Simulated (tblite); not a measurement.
# Geometry relaxation, with input and output: C$_{5}$H$_{9}$F$_{3}$OSi

The run: geometry relaxation of C$_{5}$H$_{9}$F$_{3}$OSi. Method and program: GFN2-xTB geometry optimisation, gas phase (tblite 0.8.0).

It belongs to a series of runs on one base structure; here: H on C replaced by CHF2.

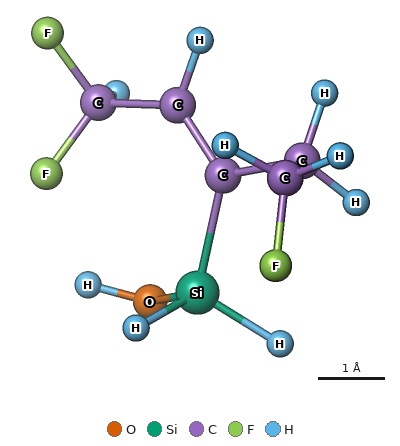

*The input geometry (ball-and-stick view, seen at a tilt).*

Bond lengths as drawn: C–C 1.37 to 1.52 Å, C–F 1.35 to 1.36 Å, C–H 1.09 to 1.10 Å, C–Si 1.88 Å, H–O 0.98 Å, H–Si 1.49 Å and O–Si 1.65 Å.

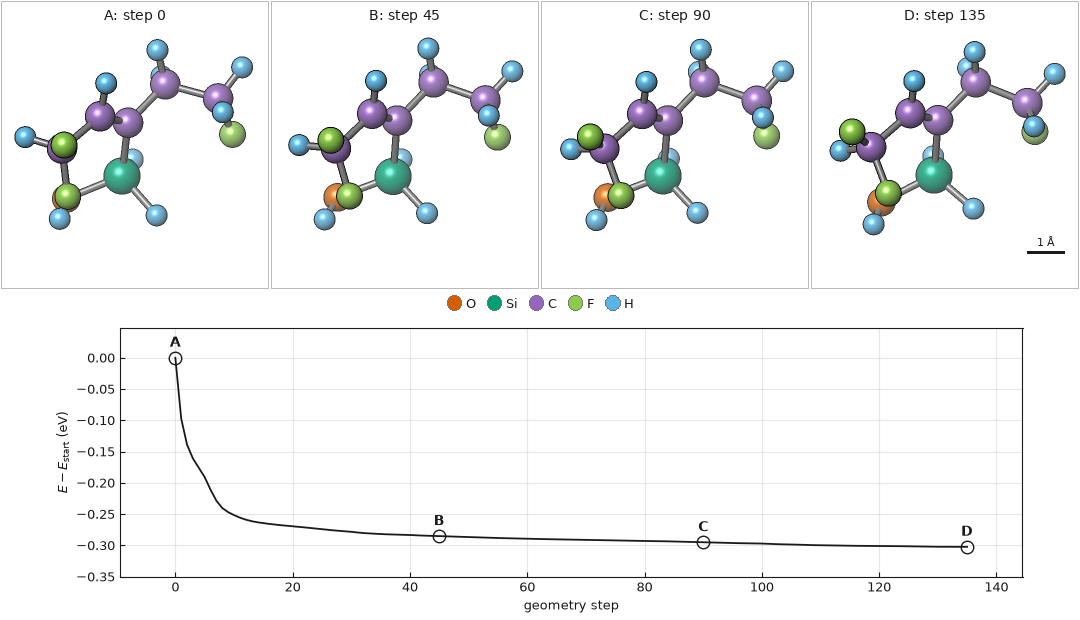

*Frames of the relaxation (ball-and-stick view, seen at a tilt) above the curves, on which the letters mark them (steps are counted from 0).*

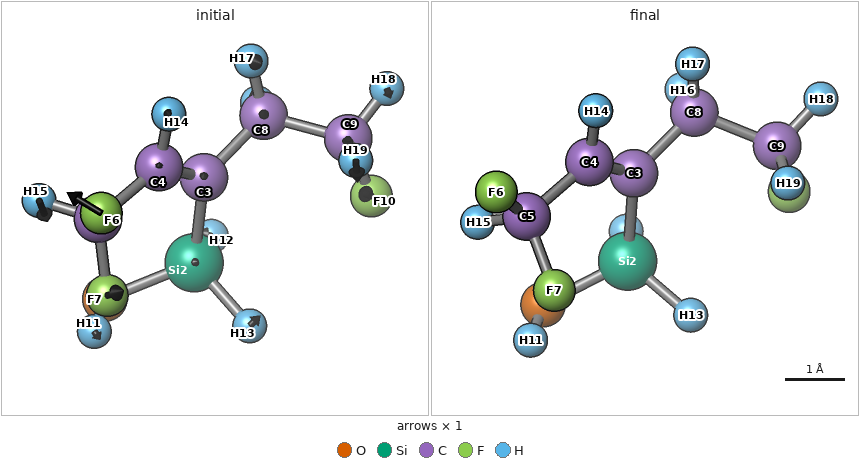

*Before (left) and after (right) the relaxation, at one scale (ball-and-stick view, seen at a tilt). The black arrows give the displacements, at true length.*

The largest move after the best rigid fit is that of F6, 0.75 Å. By element the largest moves are F 0.75 Å, H 0.65 Å, O 0.22 Å, C 0.19 Å, Si 0.11 Å. Among the contacts that change: C3–C4 1.373 → 1.328 Å, Si2–H13 1.495 → 1.460 Å, Si2–H12 1.487 → 1.455 Å, Si2–C3 1.878 → 1.908 Å. Among the angles that change: Si2–O1–H11 113.5° → 121.6°, O1–Si2–H12 108.6° → 100.9°, H12–Si2–H13 110.6° → 117.1°. Over 135 geometry steps the energy falls by 0.302 eV. The largest force component goes from 1.5 to 0.008 eV/Å. (Atoms are counted from 1 in the order of the input.)

The input that produced these results follows, with the program's output.

**Input file**
```
{"job": {"kind": "relax", "xc": "GFN2-xTB", "basis": "xTB"}, "charge": 0, "multiplicity": 1}
O     -2.207100    -1.680300    -0.441700
Si    -0.886400    -1.426800     0.507900
C      0.228600    -0.103800    -0.222600
C     -0.207800     0.906500    -1.042900
C     -1.590300     1.260300    -1.487100
F     -1.703100     2.614000    -1.590600
F     -2.558800     0.877200    -0.628500
C      1.709400    -0.247400     0.097100
C      2.091000     0.213800     1.496500
F      1.614000    -0.668200     2.420800
H     -2.893600    -0.984200    -0.351900
H     -0.127500    -2.701700     0.613200
H     -1.361000    -0.983100     1.854200
H      0.539100     1.591400    -1.430800
H     -1.805500     0.845600    -2.477100
H      2.009700    -1.294900    -0.032000
H      2.291900     0.333900    -0.625500
H      3.172800     0.249100     1.601700
H      1.674800     1.207800     1.732100
```

The first line tells a small driver script what to run in tblite; the rest is the geometry in Å.

Run as:
```bash
OMP_NUM_THREADS=1 python <driver script> task.json out
```

**What the program printed**
```
step      E/eV     max force
  0    -960.78901    2.491
  1    -960.88623    1.600
  2    -960.92823    0.500
  3    -960.95012    0.352
  4    -960.96488    0.335
  5    -960.97984    0.358
  6    -960.99998    0.313
  7    -961.01761    0.354
  8    -961.02930    0.200
  9    -961.03587    0.182
 10    -961.04061    0.166
 11    -961.04463    0.166
 12    -961.04787    0.133
 13    -961.05031    0.121
 14    -961.05210    0.125
 15    -961.05348    0.091
 16    -961.05469    0.077
 17    -961.05580    0.097
 18    -961.05676    0.091
 19    -961.05759    0.072
 20    -961.05837    0.069
 21    -961.05924    0.070
 22    -961.06025    0.078
 23    -961.06126    0.076
 24    -961.06219    0.060
 25    -961.06311    0.072
 26    -961.06411    0.081
 27    -961.06504    0.061
 28    -961.06580    0.070
 29    -961.06651    0.070
 30    -961.06735    0.084
 31    -961.06837    0.084
 32    -961.06929    0.075
 33    -961.06993    0.066
 34    -961.07040    0.055
 35    -961.07089    0.061
 36    -961.07132    0.048
 37    -961.07160    0.035
 38    -961.07180    0.033
 39    -961.07206    0.046
 40    -961.07245    0.065
 41    -961.07291    0.062
 42    -961.07331    0.049
 43    -961.07362    0.046
 44    -961.07392    0.040
 45    -961.07426    0.052
 46    -961.07459    0.050
 47    -961.07487    0.042
 48    -961.07518    0.048
 49    -961.07556    0.050
 50    -961.07594    0.042
 51    -961.07625    0.044
 52    -961.07647    0.052
 53    -961.07671    0.051
 54    -961.07701    0.038
 55    -961.07731    0.043
 56    -961.07751    0.045
 57    -961.07775    0.043
 58    -961.07806    0.043
 59    -961.07838    0.036
 60    -961.07860    0.029
 61    -961.07873    0.023
 62    -961.07885    0.031
 63    -961.07902    0.036
 64    -961.07920    0.030
 65    -961.07935    0.022
 66    -961.07949    0.024
 67    -961.07966    0.034
 68    -961.07986    0.034
 69    -961.08009    0.036
 70    -961.08028    0.044
 71    -961.08047    0.043
 72    -961.08068    0.036
 73    -961.08090    0.029
 74    -961.08108    0.033
 75    -961.08123    0.031
 76    -961.08139    0.033
 77    -961.08158    0.032
 78    -961.08173    0.022
 79    -961.08184    0.021
 80    -961.08195    0.025
 81    -961.08208    0.032
 82    -961.08224    0.039
 83    -961.08240    0.042
 84    -961.08258    0.039
 85    -961.08283    0.036
 86    -961.08312    0.039
 87    -961.08341    0.044
 88    -961.08363    0.036
 89    -961.08383    0.041
 90    -961.08407    0.038
 91    -961.08436    0.042
 92    -961.08461    0.048
 93    -961.08481    0.031
 94    -961.08500    0.033
 95    -961.08525    0.032
 96    -961.08548    0.029
 97    -961.08560    0.024
 98    -961.08569    0.028
 99    -961.08583    0.035
100    -961.08609    0.051
101    -961.08649    0.059
102    -961.08691    0.046
103    -961.08721    0.030
104    -961.08740    0.034
105    -961.08760    0.038
106    -961.08786    0.046
107    -961.08816    0.042
108    -961.08842    0.034
109    -961.08868    0.031
110    -961.08880    0.026
111    -961.08894    0.021
112    -961.08908    0.028
113    -961.08926    0.029
114    -961.08946    0.027
115    -961.08961    0.025
116    -961.08971    0.021
117    -961.08978    0.020
118    -961.08984    0.024
119    -961.08991    0.021
120    -961.08998    0.022
121    -961.09010    0.019
122    -961.09016    0.021
123    -961.09026    0.023
124    -961.09037    0.025
125    -961.09054    0.028
126    -961.09074    0.030
127    -961.09093    0.027
128    -961.09107    0.021
129    -961.09116    0.017
130    -961.09122    0.017
131    -961.09126    0.012
132    -961.09129    0.015
133    -961.09131    0.012
134    -961.09134    0.010
135    -961.09135    0.008
```

**Trajectory as extended XYZ (Å, eV, eV/Å), 6 of the 136 frames kept, from step=0 to step=135**
```
19
Properties=species:S:1:pos:R:3:forces:R:3 step=0 energy=-960.78901
O    -2.2071   -1.6803   -0.4417   -0.1300   0.6370   0.5310
Si   -0.8864   -1.4268    0.5079   -0.7140  -0.6460   0.6970
C     0.2286   -0.1038   -0.2226   -0.4040   1.4830  -1.2190
C    -0.2078    0.9065   -1.0429    1.4190  -1.4150   1.4790
C    -1.5903    1.2603   -1.4871    0.5850   0.0620   0.1530
F    -1.7031    2.6140   -1.5906   -0.0210  -0.0390  -0.0010
F    -2.5588    0.8772   -0.6285   -0.2680   0.3570   0.0820
C     1.7094   -0.2474    0.0971   -0.2800   0.2340  -0.8330
C     2.0910    0.2138    1.4965   -0.3510   0.2750  -0.2430
F     1.6140   -0.6682    2.4208   -0.0490  -0.0760   0.2790
H    -2.8936   -0.9842   -0.3519    0.6410  -1.0690  -0.2270
H    -0.1275   -2.7017    0.6132   -0.3660   0.4370  -0.2430
H    -1.3610   -0.9831    1.8542    0.2350  -0.1050  -0.4430
H     0.5391    1.5914   -1.4308   -0.1300   0.0930  -0.1100
H    -1.8055    0.8456   -2.4771   -0.2330  -0.1340  -0.2100
H     2.0097   -1.2949   -0.0320   -0.1620   0.1430   0.1780
H     2.2919    0.3339   -0.6255    0.0110   0.0960   0.0960
H     3.1728    0.2491    1.6017    0.2390  -0.0770   0.0790
H     1.6748    1.2078    1.7321   -0.0230  -0.2570  -0.0440
19
Properties=species:S:1:pos:R:3:forces:R:3 step=27 energy=-961.06504
O    -2.1840   -1.8087   -0.3557    0.0420   0.0410  -0.0180
Si   -0.9010   -1.3937    0.5483    0.0170  -0.0130   0.0510
C     0.2310   -0.0828   -0.2605   -0.0500  -0.0250  -0.0080
C    -0.1339    0.9396   -1.0254   -0.0080  -0.0590   0.0110
C    -1.5253    1.2912   -1.4414   -0.0330   0.0110   0.0210
F    -1.6154    2.6252   -1.6808   -0.0260   0.0010  -0.0380
F    -2.4571    1.0313   -0.4826   -0.0110  -0.0060   0.0150
C     1.6938   -0.2386    0.0465    0.0210  -0.0020  -0.0100
C     2.0250    0.2032    1.4671    0.0220   0.0020   0.0020
F     1.5305   -0.6852    2.3900   -0.0010   0.0070  -0.0170
H    -2.9416   -1.2360   -0.4461    0.0190  -0.0090   0.0110
H    -0.1560   -2.6473    0.5511   -0.0400   0.0320  -0.0270
H    -1.2913   -0.8934    1.8630   -0.0150   0.0140  -0.0330
H     0.5906    1.6337   -1.4362    0.0230   0.0010  -0.0150
H    -1.8547    0.7728   -2.3611    0.0180   0.0130   0.0370
H     1.9858   -1.2835   -0.0617    0.0000  -0.0200  -0.0020
H     2.2969    0.3667   -0.6312    0.0320   0.0280  -0.0410
H     3.1096    0.2353    1.6122    0.0110  -0.0030   0.0570
H     1.5873    1.1795    1.6971   -0.0220  -0.0130   0.0040
19
Properties=species:S:1:pos:R:3:forces:R:3 step=54 energy=-961.07701
O    -2.1352   -1.7425   -0.4404    0.0030  -0.0010   0.0120
Si   -0.8940   -1.3582    0.5372   -0.0010  -0.0180   0.0030
C     0.2655   -0.0766   -0.2748   -0.0360  -0.0090   0.0040
C    -0.1190    0.9347   -1.0445   -0.0050  -0.0210   0.0300
C    -1.5351    1.2577   -1.3979   -0.0230   0.0020  -0.0020
F    -1.6500    2.5564   -1.7736    0.0070   0.0040  -0.0150
F    -2.3860    1.1067   -0.3427   -0.0180   0.0230   0.0120
C     1.7284   -0.2244    0.0314    0.0070   0.0030   0.0110
C     2.0152    0.1797    1.4736    0.0100   0.0030   0.0060
F     1.4917   -0.7381    2.3517    0.0110   0.0000  -0.0140
H    -2.9259   -1.2110   -0.4747    0.0100   0.0010   0.0010
H    -0.1783   -2.6257    0.5784   -0.0030   0.0210  -0.0090
H    -1.3533   -0.8343    1.8195    0.0200   0.0020  -0.0320
H     0.5892    1.6282   -1.4823    0.0010   0.0180  -0.0170
H    -1.9373    0.6445   -2.2226    0.0150  -0.0180  -0.0110
H     2.0387   -1.2612   -0.1048   -0.0190  -0.0120   0.0050
H     2.3293    0.4118   -0.6209    0.0180   0.0150  -0.0060
H     3.0921    0.2181    1.6683   -0.0040  -0.0050   0.0060
H     1.5541    1.1435    1.7116    0.0080  -0.0050   0.0150
19
Properties=species:S:1:pos:R:3:forces:R:3 step=81 energy=-961.08208
O    -2.1357   -1.6999   -0.4445   -0.0040   0.0010   0.0080
Si   -0.8861   -1.3429    0.5329   -0.0110  -0.0070   0.0040
C     0.2644   -0.0449   -0.2616   -0.0050  -0.0120  -0.0050
C    -0.1308    0.9621   -1.0312    0.0030  -0.0180   0.0060
C    -1.5509    1.2331   -1.4128   -0.0130   0.0080  -0.0020
F    -1.6802    2.4737   -1.9434    0.0060   0.0070  -0.0100
F    -2.3965    1.2032   -0.3412   -0.0110  -0.0050   0.0130
C     1.7280   -0.1953    0.0397    0.0120   0.0090   0.0160
C     2.0317    0.1460    1.4949    0.0010  -0.0080   0.0000
F     1.5173   -0.8119    2.3352    0.0000   0.0060  -0.0020
H    -2.9222   -1.1617   -0.4681    0.0030  -0.0020   0.0160
H    -0.1723   -2.6113    0.5483   -0.0150   0.0120  -0.0150
H    -1.3361   -0.8364    1.8248    0.0100   0.0020  -0.0120
H     0.5644    1.6751   -1.4581    0.0110   0.0010  -0.0130
H    -1.9473    0.5169   -2.1525    0.0010  -0.0010  -0.0090
H     2.0271   -1.2295   -0.1409    0.0220   0.0170   0.0150
H     2.3284    0.4616   -0.5929    0.0000   0.0130   0.0020
H     3.1113    0.1726    1.6795   -0.0190   0.0010  -0.0060
H     1.5759    1.0987    1.7846    0.0090  -0.0250  -0.0050
19
Properties=species:S:1:pos:R:3:forces:R:3 step=108 energy=-961.08842
O    -2.2029   -1.5855   -0.3498   -0.0030  -0.0230   0.0030
Si   -0.8590   -1.3318    0.5285    0.0040   0.0150   0.0010
C     0.2706   -0.0119   -0.2630   -0.0140  -0.0080  -0.0050
C    -0.1362    0.9603   -1.0717   -0.0030   0.0000   0.0080
C    -1.5550    1.1862   -1.4902   -0.0060  -0.0140   0.0220
F    -1.6794    2.3584   -2.1599    0.0110  -0.0320  -0.0060
F    -2.4028    1.2856   -0.4222   -0.0020   0.0040   0.0100
C     1.7345   -0.1179    0.0606   -0.0100   0.0060   0.0070
C     2.0174    0.0859    1.5439    0.0050   0.0020   0.0150
F     1.5468   -0.9718    2.2837    0.0060  -0.0190  -0.0050
H    -2.9752   -1.0346   -0.2559    0.0030   0.0180  -0.0030
H    -0.1965   -2.6208    0.3943    0.0050   0.0190  -0.0060
H    -1.1861   -0.8960    1.8815   -0.0100   0.0000   0.0010
H     0.5491    1.6805   -1.5029    0.0150   0.0010   0.0050
H    -1.9522    0.3867   -2.1375    0.0020   0.0230  -0.0100
H     2.0870   -1.1134   -0.2161    0.0100  -0.0050  -0.0090
H     2.3103    0.6270   -0.4922    0.0050  -0.0040  -0.0240
H     3.0946    0.1384    1.7331    0.0030   0.0090   0.0000
H     1.5251    0.9838    1.9283   -0.0220   0.0080  -0.0030
19
Properties=species:S:1:pos:R:3:forces:R:3 step=135 energy=-961.09135
O    -2.2367   -1.5374   -0.2825    0.0000  -0.0010   0.0000
Si   -0.8488   -1.3250    0.5351    0.0050   0.0000  -0.0010
C     0.2722   -0.0055   -0.2668    0.0020   0.0010   0.0030
C    -0.1369    0.9570   -1.0859    0.0020  -0.0040   0.0000
C    -1.5530    1.1657   -1.5201   -0.0040  -0.0010   0.0000
F    -1.6653    2.2923   -2.2644   -0.0030   0.0000   0.0000
F    -2.4009    1.3409   -0.4602    0.0080   0.0010  -0.0020
C     1.7355   -0.0907    0.0657   -0.0010   0.0010   0.0050
C     1.9993    0.0555    1.5597    0.0010   0.0000   0.0020
F     1.6332   -1.0856    2.2330    0.0040   0.0020  -0.0050
H    -2.9706   -0.9359   -0.1854   -0.0030  -0.0020   0.0010
H    -0.2132   -2.6188    0.3383   -0.0040   0.0040   0.0010
H    -1.1141   -0.9157    1.9109   -0.0010   0.0000  -0.0020
H     0.5486    1.6799   -1.5130   -0.0020   0.0030  -0.0030
H    -1.9573    0.3320   -2.1167    0.0000   0.0020  -0.0010
H     2.1153   -1.0654   -0.2494   -0.0010   0.0040   0.0070
H     2.2973    0.6870   -0.4565   -0.0040  -0.0040   0.0000
H     3.0660    0.2019    1.7592   -0.0050  -0.0010   0.0000
H     1.4197    0.8770    1.9916    0.0040  -0.0060  -0.0030
```

**Results in brief**

```json
{"quantity": "outcome", "value": "converged"}
{"quantity": "total energy", "value": "−961.0914 eV"}
{"quantity": "hardware", "value": "1 CPU thread, shared host"}
{"quantity": "wall time", "value": "1.1 s"}
{"quantity": "peak memory", "value": "0.18 GiB"}
```
